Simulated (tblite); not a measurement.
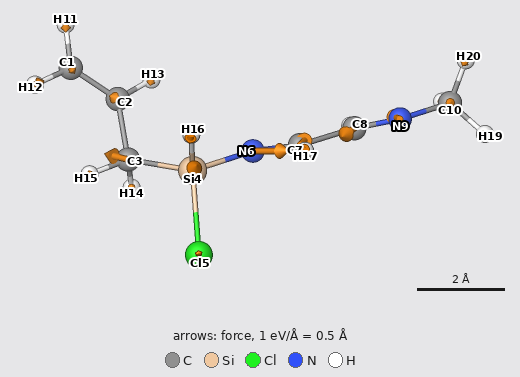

Starting geometry of C₆H₁₁ClN₂Si with the computed forces as orange arrows. Style: ball-and-stick. Shown at a tilt.

The calculation used GFN2-xTB geometry optimisation, gas phase (tblite). 

What follows when this structure is relaxed?

It isn't relaxed: the largest force vector, on an N atom, is 2.31 eV/Å. The final displacements have little in common with the starting forces (cosine between the two patterns 0.18). Over 151 geometry steps the energy falls by 0.475 eV. The largest move after the best rigid fit is that of an H atom, 1.16 Å. Largest moves by element: H 1.16 Å, N 0.65 Å, Cl 0.51 Å, C 0.44 Å, Si 0.35 Å. Some distances before and after: C–Si 1.853 → 1.911 Å, C–C 1.502 → 1.454 Å, H–Si 1.505 → 1.463 Å, C–N 1.454 → 1.421 Å. Among the angles between lasting bonds that change: Si–N–C 115.3° → 137.5°, N–Si–H 108.4° → 119.7°, C–N–C 113.9° → 120.8°. Groups turn about N–Si by about 55°. Cost: 3.9 s on 1 thread of Intel(R) Xeon(R) Processor @ 2.70GHz, with other jobs on the host.
